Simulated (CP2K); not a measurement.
# wB97X/cc-pVDZ run of C3H6F2 (SMILES FCCCF)

Aim: the energy change on altering one bond length of C3H6F2 at wB97X/cc-pVDZ, from 2 runs. 

The results are computed with CP2K 2026.2.

## (1) The system as given

The species is C3H6F2 (11 atoms), meant as a singlet with charge 0. As SMILES, `FCCCF`. The coordinates come from a PBE0-D4/def2-TZVP relaxation. This is one conformer, not always the lowest.

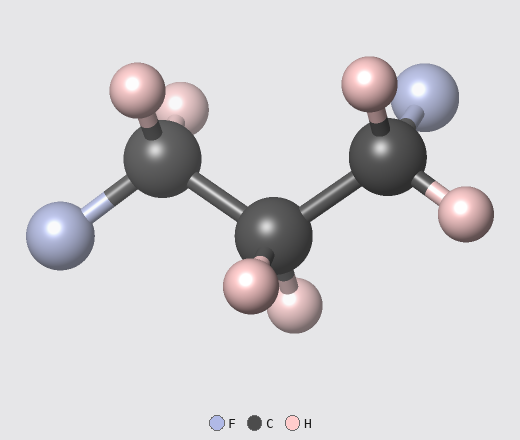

The structure, seen from a chosen angle (fluorine light blue, carbon dark grey, hydrogen pink).

## (2) A single-point energy at wB97X/cc-pVDZ

The input, molecule.inp:

```
&GLOBAL
 PROJECT molecule
 RUN_TYPE ENERGY
 PRINT_LEVEL MEDIUM
&END GLOBAL

&FORCE_EVAL
 METHOD QUICKSTEP
 &DFT
  BASIS_SET_FILE_NAME ./cc_pvdz.basis
  POTENTIAL_FILE_NAME POTENTIAL
  &QS
   METHOD GAPW
   EPS_DEFAULT 1.0E-10
  &END QS
  &MGRID
   CUTOFF 280
   REL_CUTOFF 50
   NGRIDS 4
  &END MGRID
  &POISSON
   PERIODIC NONE
   POISSON_SOLVER MULTIPOLE
  &END POISSON
  &SCF
   SCF_GUESS ATOMIC
   EPS_SCF 1.0E-07
   MAX_SCF 80
   ADDED_MOS 5
   &DIAGONALIZATION
    ALGORITHM STANDARD
   &END DIAGONALIZATION
   &MIXING
    METHOD DIRECT_P_MIXING
    ALPHA 0.4
   &END MIXING
  &END SCF
  &XC
   &XC_FUNCTIONAL
    &HYB_GGA_XC_WB97X
    &END HYB_GGA_XC_WB97X
   &END XC_FUNCTIONAL
   &HF
    FRACTION 1.0
    &SCREENING
     EPS_SCHWARZ 1.0E-10
    &END SCREENING
    &INTERACTION_POTENTIAL
     POTENTIAL_TYPE MIX_CL
     SCALE_COULOMB 0.157706
     SCALE_LONGRANGE 0.842294
     OMEGA 0.3
    &END INTERACTION_POTENTIAL
    &MEMORY
     MAX_MEMORY 1050
    &END MEMORY
   &END HF
  &END XC
  &PRINT
   &MOMENTS
    PERIODIC F
    REFERENCE COM
    MAX_MOMENT 1
   &END MOMENTS
   &MO ON
    ENERGIES T
    OCCUPATION_NUMBERS T
    NDIGITS 6
    &EACH
     QS_SCF 0
    &END EACH
    ADD_LAST NUMERIC
   &END MO
   &LOWDIN ON
   &END LOWDIN
   &HIRSHFELD OFF
   &END HIRSHFELD
  &END PRINT
 &END DFT
 &SUBSYS
  &CELL
   ABC 10.9 10.6 9.9
   PERIODIC NONE
  &END CELL
  &COORD
   F     -1.964400     1.432700    -0.107100
   C     -0.715300     1.000700     0.300600
   C     -0.375000    -0.298800    -0.387800
   C      0.967500    -0.838200     0.034700
   F      1.975600     0.040200    -0.331200
   H     -0.744500     0.875300     1.388600
   H      0.008000     1.781800     0.054100
   H     -0.388200    -0.154300    -1.471600
   H     -1.138100    -1.046200    -0.147100
   H      1.026200    -0.968100     1.120800
   H      1.173400    -1.798000    -0.445900
  &END COORD
  &TOPOLOGY
   &CENTER_COORDINATES
   &END CENTER_COORDINATES
  &END TOPOLOGY
  &KIND F
   BASIS_SET cc-pVDZ
   POTENTIAL ALL
   LEBEDEV_GRID 194
   RADIAL_GRID 100
  &END KIND
  &KIND C
   BASIS_SET cc-pVDZ
   POTENTIAL ALL
   LEBEDEV_GRID 194
   RADIAL_GRID 100
  &END KIND
  &KIND H
   BASIS_SET cc-pVDZ
   POTENTIAL ALL
   LEBEDEV_GRID 194
   RADIAL_GRID 100
  &END KIND
 &END SUBSYS
&END FORCE_EVAL
```

Command:

```sh
OMP_NUM_THREADS=1 cp2k.psmp -i molecule.inp > molecule.out 2>&1
```

Log:

```text
CP2K| version string:                                       CP2K version 2026.2
[...]
 GLOBAL| Method name                                                        CP2K
[...]
 GLOBAL| Run type                                                         ENERGY
[...]
 DFT| Spin restricted Kohn-Sham (RKS) calculation                            RKS
 DFT| Multiplicity                                                             1
[...]
 DFT| Charge                                                                   0
[...]
 FUNCTIONAL| HYB_GGA_XC_WB97X:
[...]
 QS| Method:                                                                GAPW
[...]
 QS| Density cutoff [a.u.]:                                                140.0
[...]
 QS| Relative density cutoff [a.u.]:                                        25.0
[...]
                             - Atoms:                                         11
[...]
                             - Spherical basis functions:                    100
[...]
 Number of electrons:                                                         42
[...]
     1 P_Mix/Diag. 0.40E+00    7.1     0.89059592      -318.6444807297 -3.19E+02
[...]
    16 DIIS/Diag.  0.14E-07    1.2     0.00000004      -317.5422577499 -5.12E-13
  *** SCF run converged in    16 steps ***
[...]
  Overlap energy of the core charge distribution:               0.00000492701387
  Self energy of the core charge distribution:               -304.92786297996633
  Core Hamiltonian energy:                                    -28.19431837083745
  Hartree energy:                                              78.32696283355303
  Exchange-correlation energy:                                 -8.64274781169112
  Hartree-Fock Exchange energy:                               -11.58438196322725
[...]
                     Mulliken Population Analysis
 #  Atom  Element  Kind  Atomic population                           Net charge
       1     F        1          9.246068                             -0.246068
       2     C        2          5.779749                              0.220251
       3     C        2          6.122920                             -0.122920
       4     C        2          5.800444                              0.199556
       5     F        1          9.247263                             -0.247263
       6     H        3          0.979483                              0.020517
       7     H        3          0.964895                              0.035105
       8     H        3          0.952926                              0.047074
       9     H        3          0.963206                              0.036794
      10     H        3          0.975524                              0.024476
      11     H        3          0.967522                              0.032478
 # Total charge                             42.000000                 -0.000000
[...]
  Dipole moment [Debye]
    X=  0.2267151E+00 Y= -0.1680974E+01 Z=  0.7676116E+00  Total=      1.8618004
 ENERGY| Total FORCE_EVAL ( QS ) energy [hartree]           -317.542257749899477
[...]
```

Run time: 26 s. Hardware: 1 thread of Arm Neoverse V1, shared host; peak memory 0.68 GiB.

## (3) The distorted shape

The input, qs.inp:

```
&GLOBAL
    PROJECT_NAME qs
    RUN_TYPE ENERGY
    PRINT_LEVEL MEDIUM
&END GLOBAL

&FORCE_EVAL
    METHOD QS
    &DFT
        BASIS_SET_FILE_NAME ./cc_pvdz.basis
        POTENTIAL_FILE_NAME POTENTIAL
        &QS
            METHOD GAPW
            EPS_DEFAULT 1.0E-10
        &END QS
        &MGRID
            CUTOFF 280
            REL_CUTOFF 50
            NGRIDS 4
        &END MGRID
        &POISSON
            PERIODIC NONE
            POISSON_SOLVER MULTIPOLE
        &END POISSON
        &SCF
            SCF_GUESS ATOMIC
            EPS_SCF 1.0E-07
            MAX_SCF 80
            ADDED_MOS 3
            &DIAGONALIZATION
                ALGORITHM STANDARD
            &END DIAGONALIZATION
            &MIXING
                METHOD DIRECT_P_MIXING
                ALPHA 0.4
            &END MIXING
        &END SCF
        &XC
            &XC_FUNCTIONAL
                &HYB_GGA_XC_WB97X
                &END HYB_GGA_XC_WB97X
            &END XC_FUNCTIONAL
            &HF
                FRACTION 1.0
                &SCREENING
                    EPS_SCHWARZ 1.0E-10
                &END SCREENING
                &INTERACTION_POTENTIAL
                    POTENTIAL_TYPE MIX_CL
                    SCALE_COULOMB 0.157706
                    SCALE_LONGRANGE 0.842294
                    OMEGA 0.3
                &END INTERACTION_POTENTIAL
                &MEMORY
                    MAX_MEMORY 1050
                &END MEMORY
            &END HF
        &END XC
        &PRINT
            &MOMENTS
                PERIODIC F
                REFERENCE COM
                MAX_MOMENT 1
            &END MOMENTS
            &MO ON
                ENERGIES T
                OCCUPATION_NUMBERS T
                NDIGITS 6
                &EACH
                    QS_SCF 0
                &END EACH
                ADD_LAST NUMERIC
            &END MO
            &LOWDIN ON
            &END LOWDIN
            &HIRSHFELD OFF
            &END HIRSHFELD
        &END PRINT
    &END DFT
    &SUBSYS
        &CELL
            ABC 11 10.8 10
            PERIODIC NONE
        &END CELL
        &COORD
            F     -2.015456     1.627666    -0.003818
            C     -0.766356     1.195666     0.403882
            C     -0.375000    -0.298800    -0.387800
            C      0.967500    -0.838200     0.034700
            F      1.975600     0.040200    -0.331200
            H     -0.795556     1.070266     1.491882
            H     -0.043056     1.976766     0.157382
            H     -0.388200    -0.154300    -1.471600
            H     -1.138100    -1.046200    -0.147100
            H      1.026200    -0.968100     1.120800
            H      1.173400    -1.798000    -0.445900
        &END COORD
        &TOPOLOGY
            &CENTER_COORDINATES
            &END CENTER_COORDINATES
        &END TOPOLOGY
        &KIND F
            BASIS_SET cc-pVDZ
            POTENTIAL ALL
            LEBEDEV_GRID 194
            RADIAL_GRID 100
        &END KIND
        &KIND C
            BASIS_SET cc-pVDZ
            POTENTIAL ALL
            LEBEDEV_GRID 194
            RADIAL_GRID 100
        &END KIND
        &KIND H
            BASIS_SET cc-pVDZ
            POTENTIAL ALL
            LEBEDEV_GRID 194
            RADIAL_GRID 100
        &END KIND
    &END SUBSYS
&END FORCE_EVAL
```

Command:

```sh
OMP_NUM_THREADS=1 cp2k.psmp -i qs.inp -o qs.out
```

Log, cut to the lines that bear on the results:

```text
CP2K| version string:                                       CP2K version 2026.2
[...]
 GLOBAL| Method name                                                        CP2K
[...]
 GLOBAL| Run type                                                         ENERGY
[...]
 DFT| Spin restricted Kohn-Sham (RKS) calculation                            RKS
 DFT| Multiplicity                                                             1
[...]
 DFT| Charge                                                                   0
[...]
 FUNCTIONAL| HYB_GGA_XC_WB97X:
[...]
 QS| Method:                                                                GAPW
[...]
 QS| Density cutoff [a.u.]:                                                140.0
[...]
 QS| Relative density cutoff [a.u.]:                                        25.0
[...]
                             - Atoms:                                         11
[...]
                             - Spherical basis functions:                    100
[...]
 Number of electrons:                                                         42
[...]
     1 P_Mix/Diag. 0.40E+00    7.1     0.88605009      -318.3505040677 -3.18E+02
[...]
    16 DIIS/Diag.  0.51E-07    1.4     0.00000005      -317.5231252745 -5.68E-14
  *** SCF run converged in    16 steps ***
[...]
  Overlap energy of the core charge distribution:               0.00000483421847
  Self energy of the core charge distribution:               -304.92786297996633
  Core Hamiltonian energy:                                    -28.43912282237083
  Hartree energy:                                              78.55106626385931
  Exchange-correlation energy:                                 -8.58143126142918
  Hartree-Fock Exchange energy:                               -11.56509715570665
[...]
                     Mulliken Population Analysis
 #  Atom  Element  Kind  Atomic population                           Net charge
       1     F        1          9.240098                             -0.240098
       2     C        2          5.810192                              0.189808
       3     C        2          6.145762                             -0.145762
       4     C        2          5.789335                              0.210665
[...]
  Dipole moment [Debye]
    X=  0.1769161E+00 Y= -0.1598438E+01 Z=  0.8112982E+00  Total=      1.8012515
 ENERGY| Total FORCE_EVAL ( QS ) energy [hartree]           -317.523125274534948
[...]
```

Run time: 29 s. Hardware: 1 thread of Arm Neoverse V1, shared host; peak memory 0.76 GiB.

## (4) Results

Level: wB97X/cc-pVDZ.

```
                                                         quantity          value
                                        first shape: total energy  -317.54226 Eh
                                       first shape: dipole moment         1.86 D
                                         first shape: HOMO energy      -11.53 eV
                                         first shape: LUMO energy        4.00 eV
                                       first shape: HOMO–LUMO gap       15.53 eV
                                    distorted shape: total energy  -317.52313 Eh
                                   distorted shape: dipole moment         1.80 D
                                     distorted shape: HOMO energy      -11.06 eV
                                     distorted shape: LUMO energy        4.01 eV
                                   distorted shape: HOMO–LUMO gap       15.08 eV
energy change with the C2–C3 bond stretched from 1.509 to 1.736 Å       0.521 eV
```

**Reading.** With the C2–C3 bond stretched from 1.509 to 1.736 Å the energy rises by 0.52 eV (12.0 kcal/mol). The first shape isn't relaxed at this level, so the change isn't measured from a minimum.
